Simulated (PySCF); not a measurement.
```csv
atom,x (Å),y (Å),z (Å)
C,-1.9288,0.2087,1.0290
C,-1.3368,-0.0504,-0.1388
C,-2.1502,-0.4169,-1.3485
C,0.1030,0.0129,-0.2716
C,0.7895,-0.2339,-1.4104
C,2.2311,-0.1165,-1.3411
C,2.7496,0.2293,-0.1542
Si,1.3550,0.4483,1.0904
H,-1.3573,0.4719,1.9028
H,-2.9984,0.1666,1.1484
H,-3.2104,-0.4264,-1.1090
H,-1.8665,-1.4041,-1.7112
H,-1.9810,0.3006,-2.1502
H,0.3311,-0.5082,-2.3501
H,2.8224,-0.3065,-2.2273
H,3.8091,0.3434,0.0010
H,1.3999,-0.5321,2.1769
H,1.2300,1.8195,1.5876
```

Geometry: GFN2-xTB.

Method: CAM-B3LYP/def2-SVPD, SCF density, gas phase in PySCF.

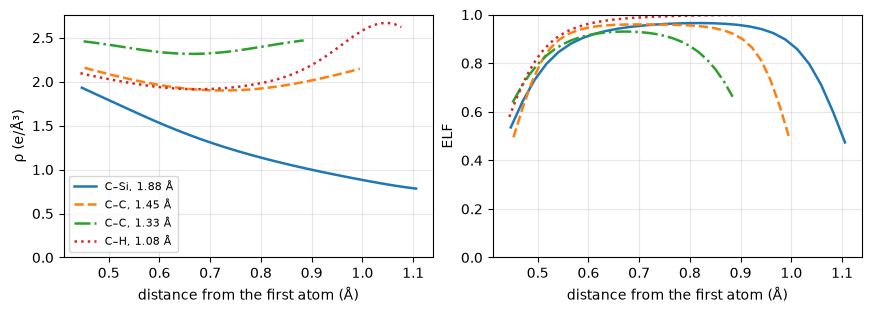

C₇H₁₀Si (SMILES C=C(C)C1=CC=C[SiH2]1). Electron density and ELF along straight lines between neighbouring atoms. The curves leave out the atomic cores.

Question: Compare the contacts.

Answer: C–Si (1.88 Å): ρ at the midpoint is about 0.95 e/Å³; the ELF peaks at about 0.95 between the atoms: a covalent bond.
C–C (1.45 Å): the density is about 1.9 e/Å³ at the midpoint; the ELF peaks at about 0.95 between the atoms; localised, covalent bonding.
C–C (1.33 Å): ρ is about 2.3 e/Å³ halfway; the ELF peaks at about 0.95 between the atoms; a multiple bond.
C–H (1.08 Å): ρ at the midpoint is about 2 e/Å³; the ELF climbs to about 1 towards the hydrogen, as it does in any bond to H: a covalent bond by its length.
